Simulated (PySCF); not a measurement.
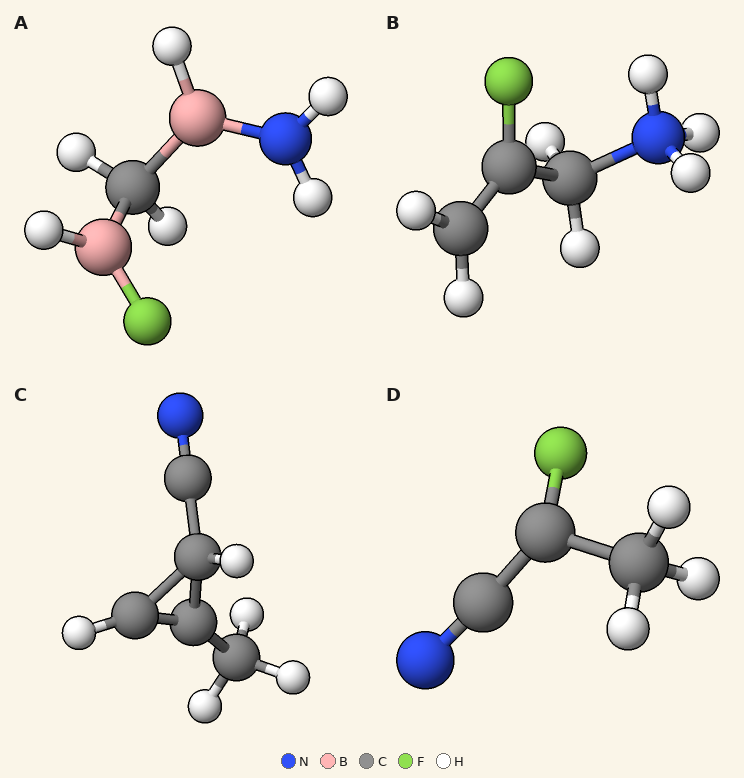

Figure made from data computed with PySCF.

**Which panel belongs to which SMILES?**
(1) C[C-](F)C#N
(2) NBCBF
(3) CC1=C[C@@H]1C#N
(4) C=C(F)C[NH3+]

A is (2), B is (4), C is (3), D is (1).
